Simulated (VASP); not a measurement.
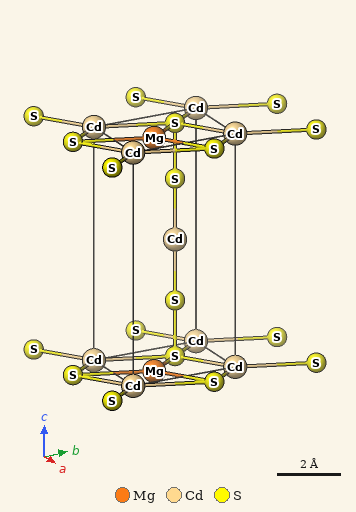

This is the input geometry for a relaxation of solid MgCd2S3 (a generated structure, set up in P-6m2). The picture is a ball-and-stick view of the cell of the calculation, seen slightly off an axis.

The run lets cell and atoms move.

These are results of Kohn-Sham DFT of a periodic cell, PBE, VASP PAW PBE potentials, recommended in VASP, not measurements.

The input:
```
SYSTEM = MgCd2S3
  PREC = Normal
  ENCUT = 520
  EDIFF = 1E-4
  ISMEAR = 0
  SIGMA = 0.15
  LREAL = .False.
  LASPH = .True.
  NELM = 60
  ALGO = Fast
  ISIF = 3
  LWAVE = .False.
  LCHARG = .False.
  GGA = PE
  IBRION = 2
  NSW = 24
  EDIFFG = -0.08
```

Launched with:
```bash
cat potpaw_PBE.64/Mg/POTCAR potpaw_PBE.64/Cd/POTCAR potpaw_PBE.64/S/POTCAR > POTCAR
mpirun -np 1 vasp_std > vasp.out
```

The structure:
```
Mg Cd S
1.0
     4.70067    0.00000    0.00000
    -2.35034    4.07090    0.00000
     0.00000    0.00000    7.64406
Mg Cd S
1 2 3
Cartesian
  2.3503 1.3570 0.0000
  0.0000 0.0000 0.0000
  0.0000 2.7139 3.8220
  0.0000 2.7139 0.0000
  0.0000 2.7139 1.8251
  0.0000 2.7139 5.8190
```

### What does the optimiser find from here?

Over 13 geometry steps the energy falls by 1177 meV per atom. Largest force component: 4 eV/Å at the start, 0.039 eV/Å at the end. The pressure goes from 32.14 to −0.07 GPa. The largest moves relative to the cell, 0.13 Å, are those of S atoms. Mg and Cd stay in place. The drawn cell changes as follows: a = b 4.701 → 4.872 Å (+3.6 %), c 7.644 → 9.651 Å (+26.3 %); the volume changes by +35.6 %. Near-neighbour distances that change, for instance: S–S 1.825 → 2.430 Å, Cd–S 1.997 → 2.396 Å, Mg–S 2.714 → 2.813 Å, Cd–S 2.714 → 2.813 Å. The space group stays P-6m2 (No. 187). The volume changes by over a tenth within one run on a fixed set of plane waves, so the end point should be relaxed again from the new cell.

After the run, drawn alike:

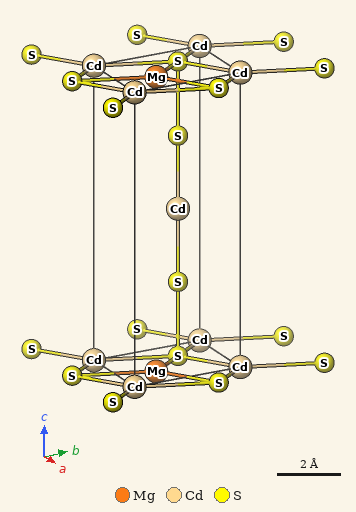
